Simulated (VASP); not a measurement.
Band structure of NaI (rock salt). Calculation: PBE GGA, VASP's PBE PAW potentials (set 64) (plane waves; VASP).

Unless said otherwise, spin-orbit coupling is left out, though it shifts the bands of the heavy elements here.

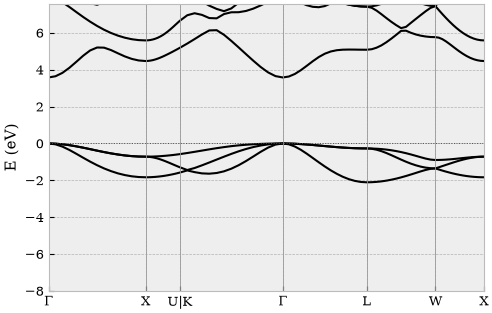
Bands along high-symmetry lines, zero at the valence-band maximum or, without a gap, the Fermi level

Question: Read the plot: is there a gap, and where are the band edges?

Answer: The gap is direct, 3.58 eV, from the valence maximum at Γ to the conduction minimum at Γ. (Edges off the drawn lines would not show.)

Measured: gap 5.90 eV (computed value off by -2.32 eV), as given by Abedi et al., (2022), arXiv:2211.14644.

The compound is NaI in the rock salt structure. It was relaxed first.
